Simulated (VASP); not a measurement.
Band structure of TiSi₂ (space group Fddd). Method: PBE GGA, VASP's PBE PAW potentials (set 64) (plane waves; VASP 6.6.1).

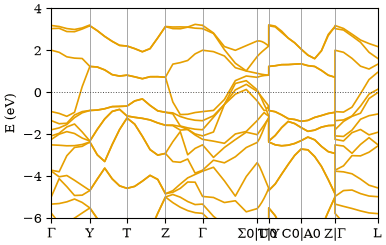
Fig. 1. Bands along high-symmetry lines, zero at the valence-band maximum or, without a gap, the Fermi level

**Question.** Read the plot: is there a gap, and where are the band edges?

**Answer.** It has no gap at this level: it comes out as a metal or semimetal.

The structure comes from a computed database's TiSi2 entry; how it stands against other phases isn't given here. The cell was not relaxed at this level.
